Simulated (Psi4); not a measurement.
# GeO (SMILES [O]=[Ge]): TPSS/6-31G(d) (Coulomb fitting set, spherical functions, sweep point 1)

What is the vertical ionisation energy of GeO at TPSS/6-31G* (Coulomb fitting set, spherical functions, sweep point 1)? The job is set up through a Python script.

The results are computed with Psi4 1.11.

2 further runs of the same task are left out: 2 for a known fault of the program.

**1. The molecule**

GeO: 2 atoms, total charge 0, spin state singlet. SMILES: `[O]=[Ge]`. The shape comes from GFN2-xTB, which is rough for such elements, and wasn't checked as a minimum.

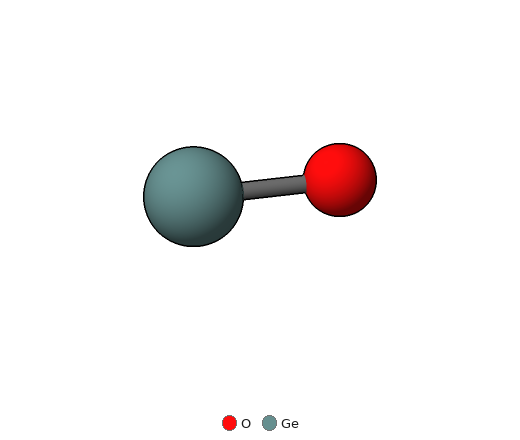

The structure, seen from a chosen angle (oxygen red, germanium teal).

**2. The energy at TPSS/6-31G(d) (Coulomb fitting set, spherical functions, sweep point 1)**

Contents of geo.py:

```python
import psi4

psi4.set_memory('1600 MB')
psi4.set_num_threads(1)
psi4.set_output_file('geo.out', False)

m = psi4.geometry("""
O      0.000000     0.000000     0.000000
Ge     0.000000     0.000000     1.576490
units angstrom
symmetry c1
""")

psi4.set_options({
    'basis': '6-31G*',
    'reference': 'rks',
    'puream': True,
    'scf_type': 'df',
    'dft_radial_points': 99,
    'dft_spherical_points': 590,
    'df_basis_scf': 'def2-universal-jfit',
})

E, wfn = psi4.energy('tpss', molecule=m, return_wfn=True)
print(f'tpss energy: {E:.10f} Eh')
```

Command:

```console
$ python geo.py
```

geo.out:

```text
[...]
  Running in c1 symmetry.
[...]
  Nuclear repulsion =   85.931002373323025
[...]
  Multiplicity = 1
[...]
  Nalpha       = 20
  Nbeta        = 20
[...]
    Number of basis functions: 46
[...]
   @DF-RKS iter   1: -2150.62464269222028   -2.03151e+00   5.90600e-02 DIIS/ADIIS
[...]
   @DF-RKS iter  10: -2151.91934625754357   -2.22435e-08   1.77015e-07 DIIS
[...]
    Orbital Energies [Eh]
    ---------------------
    Doubly Occupied:
       1A   -397.722510     2A    -49.338760     3A    -43.879828
       4A    -43.879828     5A    -43.877402     6A    -18.900445
       7A     -6.071841     8A     -4.260838     9A     -4.260838
      10A     -4.252944    11A     -1.128933    12A     -1.116929
      13A     -1.116929    14A     -1.111825    15A     -1.111825
      16A     -0.860456    17A     -0.417777    18A     -0.287230
      19A     -0.287230    20A     -0.266178
[...]
  @DF-RKS Final Energy: -2151.91934625754357
   => Energetics <=
    Nuclear Repulsion Energy =             85.9310023733230253
    One-Electron Energy =               -3168.0540447969178786
    Two-Electron Energy =                1017.7375820254762857
    DFT Exchange-Correlation Energy =     -87.5338858594244442
    Empirical Dispersion Energy =           0.0000000000000000
    VV10 Nonlocal Energy =                  0.0000000000000000
    Total Energy =                      -2151.9193462575435660
[...]
 Multipole Moments:
 ------------------------------------------------------------------------------------
     Multipole            Electronic (a.u.)      Nuclear  (a.u.)        Total (a.u.)
 ------------------------------------------------------------------------------------
 L = 1.  Multiply by 2.5417464519 to convert [e a0] to [Debye]
 Dipole X            :         -0.0000000            0.0000000           -0.0000000
 Dipole Y            :         -0.0000000            0.0000000           -0.0000000
 Dipole Z            :          3.6048035           -2.6350897            0.9697138
 Magnitude           :                                                    0.9697138
[...]
```

Standard output:

```text
tpss energy: -2151.9193462575 Eh
```

Wall time 6.9 s (1 thread of Intel Xeon Platinum 8375C at 2.90GHz (Ice Lake), shared host); peak memory 0.53 GiB.

**3. The doublet cation at the same level**

Contents of geo.py:

```python
import psi4

psi4.set_memory('1600 MB')
psi4.set_num_threads(1)
psi4.set_output_file('psi4.out', False)

molecule = psi4.geometry("""
1 2
O      0.000000     0.000000     0.000000
Ge     0.000000     0.000000     1.576490
units angstrom
symmetry c1
""")

psi4.set_options({
    'basis': '6-31G*',
    'reference': 'uks',
    'puream': True,
    'scf_type': 'df',
    'dft_radial_points': 99,
    'dft_spherical_points': 590,
    'df_basis_scf': 'def2-universal-jfit',
    'maxiter': 150,
})

result = psi4.energy("TPSS")
print(f'total energy {result:.8f} hartree = {result * 27.211386:.5f} eV')
for k, v in sorted(psi4.core.scalar_variables().items()):
    print(f'{k:45s} {v:18.10f}')
```

Command:

```console
$ python geo.py
```

psi4.out:

```text
[...]
  Running in c1 symmetry.
[...]
  Nuclear repulsion =   85.931002373323025
[...]
  Multiplicity = 2
[...]
  Nalpha       = 20
  Nbeta        = 19
[...]
    Number of basis functions: 46
[...]
   @DF-UKS iter   1: -2150.27586379195645   -1.68273e+00   5.85155e-02 DIIS/ADIIS
[...]
   @DF-UKS iter  10: -2151.51389546049859   -3.86985e-08   6.56506e-07 DIIS
[...]
   @S^2 Observed:                7.553264150E-01
[...]
    Orbital Energies [Eh]
    ---------------------
    Alpha Occupied:
       1A   -398.090519     2A    -49.701150     3A    -44.242167
       4A    -44.242167     5A    -44.241002     6A    -19.256367
       7A     -6.433431     8A     -4.620123     9A     -4.620123
      10A     -4.619068    11A     -1.494074    12A     -1.474184
      13A     -1.474184    14A     -1.473774    15A     -1.473774
      16A     -1.206400    17A     -0.761082    18A     -0.618430
      19A     -0.603361    20A     -0.603360
    Alpha Virtual:
      21A     -0.387314    22A     -0.387313    23A     -0.235358
      24A     -0.115633    25A     -0.046453    26A     -0.046452
[...]
  @DF-UKS Final Energy: -2151.51389546049859
   => Energetics <=
    Nuclear Repulsion Energy =             85.9310023733230253
    One-Electron Energy =               -3154.0150800837609495
    Two-Electron Energy =                1003.7912936530494790
    DFT Exchange-Correlation Energy =     -87.2211114031101573
    Empirical Dispersion Energy =           0.0000000000000000
    VV10 Nonlocal Energy =                  0.0000000000000000
    Total Energy =                      -2151.5138954604985884
[...]
 Multipole Moments:
 ------------------------------------------------------------------------------------
     Multipole            Electronic (a.u.)      Nuclear  (a.u.)        Total (a.u.)
 ------------------------------------------------------------------------------------
 L = 1.  Multiply by 2.5417464519 to convert [e a0] to [Debye]
 Dipole X            :         -0.0000004            0.0000000           -0.0000004
 Dipole Y            :         -0.0000000            0.0000000           -0.0000000
 Dipole Z            :          3.6893777           -2.6350897            1.0542879
 Magnitude           :                                                    1.0542879
[...]
```

On the terminal:

```text
total energy -2151.51389546 hartree = -58545.67509 eV
CURRENT ENERGY                                  -2151.5138954605
CURRENT REFERENCE ENERGY                        -2151.5138954605
DD SOLVATION ENERGY                                 0.0000000000
DFT FUNCTIONAL TOTAL ENERGY                     -2151.5138954605
DFT TOTAL ENERGY                                -2151.5138954605
DFT VV10 ENERGY                                     0.0000000000
DFT XC ENERGY                                     -87.2211114031
GRID ELECTRONS ALPHA                               20.0000000361
GRID ELECTRONS BETA                                19.0000000336
GRID ELECTRONS TOTAL                               39.0000000697
NUCLEAR REPULSION ENERGY                           85.9310023733
ONE-ELECTRON ENERGY                             -3154.0150800838
PCM POLARIZATION ENERGY                             0.0000000000
PE ENERGY                                           0.0000000000
SCF ITERATION ENERGY                            -2151.5138954605
SCF ITERATIONS                                     10.0000000000
SCF TOTAL ENERGY                                -2151.5138954605
TWO-ELECTRON ENERGY                              1003.7912936530
XC GRID RADIAL POINTS                              99.0000000000
XC GRID SPHERICAL POINTS                          590.0000000000
XC GRID TOTAL POINTS                           110891.0000000000
```

It took 10 s on 1 thread of Intel Xeon Platinum 8375C at 2.90GHz (Ice Lake), shared host; peak memory 0.53 GiB.

**4. Summary of results**

Level: TPSS/6-31G* (Coulomb fitting set, spherical functions, sweep point 1).

```
                                          quantity           value
                         singlet GeO: total energy  -2151.91935 Eh
                        singlet GeO: dipole moment          2.46 D
                          singlet GeO: HOMO energy        -7.24 eV
                          singlet GeO: LUMO energy        -2.53 eV
                        singlet GeO: HOMO–LUMO gap         4.71 eV
                      doublet cation: total energy  -2151.51390 Eh
doublet cation: HOMO energy (highest over α and β)       -16.10 eV
 doublet cation: LUMO energy (lowest over α and β)       -14.82 eV
                              doublet cation: ⟨S²⟩           0.755
vertical ionisation energy (to the doublet cation)       11.033 eV
```

In words: The vertical ionisation energy comes to 11.03 eV (254 kcal/mol). The negative HOMO energy of the first species, 7.24 eV, lies 3.79 eV below that difference.
